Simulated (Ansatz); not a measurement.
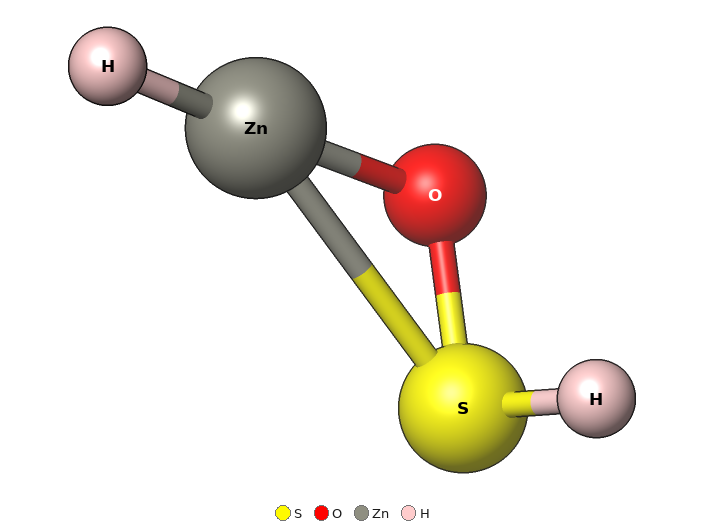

The computed structure is the end point of a PBE0-D4/def2-TZVP optimisation. No frequency run is at hand to confirm it as a minimum. Method: RKS PBE0-D4/def2-TZVPP (Ansatz 0.2.0).

> Estimate the LUMO energy (Kohn–Sham orbital).

−0.95 eV.

> Estimate the HOMO energy (Kohn–Sham orbital).

−6.35 eV.
